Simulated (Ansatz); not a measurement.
## A family of molecules: the atomisation energy (no zero-point term)

One atom is swapped for its congeners: C3H10Si `CC(C)[SiH3]`; GeH(CH3)2(SiH3); SnH(CH3)2(SiH3). The Si member is missing. All are singlets with charge 0.

Shapes, held fixed at every level: PBE0-D4/def2-TZVP. Programs: Ansatz 0.2.0. Values in eV.

```
               level  C3H10Si  GeH(CH3)2(SiH3)  SnH(CH3)2(SiH3)
   PBE-D4/def2-TZVPP    52.99            48.30            46.77
r2SCAN-D4/def2-TZVPP    52.67            48.36            46.75
  wB97X-V/def2-TZVPP    52.80            48.53            47.04
   B2PLYP/def2-TZVPP    52.12            47.73            46.17
     CCSD/def2-TZVPP    51.11            47.07            45.51
  CCSD(T)/def2-TZVPP    51.60            47.52            45.98
```

At CCSD(T)/def2-TZVPP the atomisation energy falls at every step, from 51.60 to 45.98 eV. Every level shows the same order. For atoms past krypton def2 sets carry core potentials with scalar relativity. Relativity is left out for Ge unless named. Correlated rows may include outer-core shells of Ge, Sn, which these sets cover unevenly. Spin-orbit coupling, which grows down the group, is left out (summed over each molecule's free atoms 0.03, 0.15, 0.33 eV).

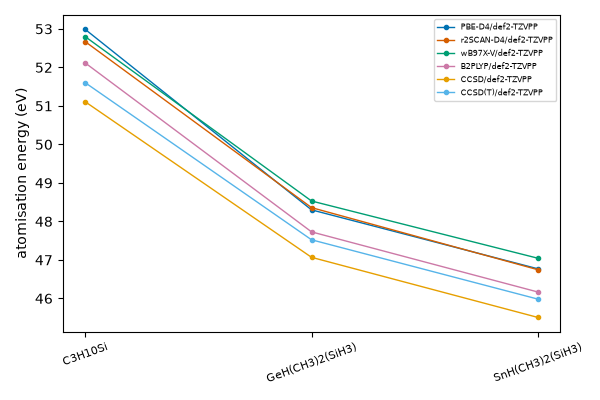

The trend along the series, level by level.
